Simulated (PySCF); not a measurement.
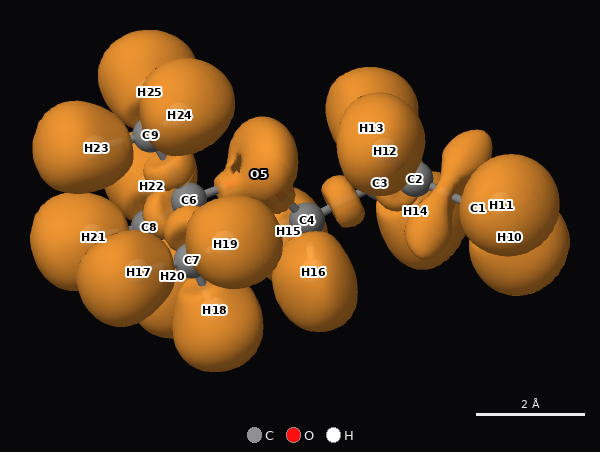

*C8H16O (SMILES C=CCCOC(C)(C)C). Isosurface of the ELF at 0.75 (orange), seen from one side. Only the valence region is drawn (cores and ρ < 0.01 e/Å³ removed).*

Geometry: GFN2-xTB.

All numbers below come from PySCF, PBE0/pcSseg-1, SCF density, gas phase, non-relativistic.

```xyz
25

C     3.7518    0.7365   -0.9134
C     2.6616    0.0095   -0.7614
C     2.1960   -0.5541    0.5423
C     0.8078   -0.0207    0.9128
O    -0.1270   -0.6025    0.0349
C    -1.4800   -0.1562    0.0968
C    -1.6176    1.2975   -0.3777
C    -2.0721   -0.3068    1.5042
C    -2.2147   -1.0856   -0.8749
H     4.4047    0.9605   -0.0847
H     4.0473    1.1328   -1.8700
H     2.0160   -0.2057   -1.6014
H     2.1214   -1.6411    0.4625
H     2.8977   -0.3027    1.3393
H     0.5845   -0.2936    1.9548
H     0.8051    1.0752    0.8325
H    -2.6683    1.5442   -0.5017
H    -1.1878    1.9915    0.3409
H    -1.1112    1.4241   -1.3318
H    -1.6320    0.4081    2.1960
H    -3.1434   -0.1307    1.4688
H    -1.8956   -1.3132    1.8775
H    -3.2711   -0.8370   -0.9177
H    -1.7830   -0.9898   -1.8674
H    -2.1011   -2.1163   -0.5503
```

Q: Identify the bonds, lone pairs and shells in this picture.

A: At this value the surface marks out six regions between bonded C–C atoms (shared pairs), 16 regions around hydrogen nuclei and one region on O in which the atom's valence shell and bonds are merged. Profiles from the grid: C–C (1.32 Å): the ELF peaks at about 0.95 between the atoms: a short, multiple covalent bond. C–O (1.41 Å): the ELF peaks at about 0.90 between the atoms, as expected for a shared but strongly polarised pair.
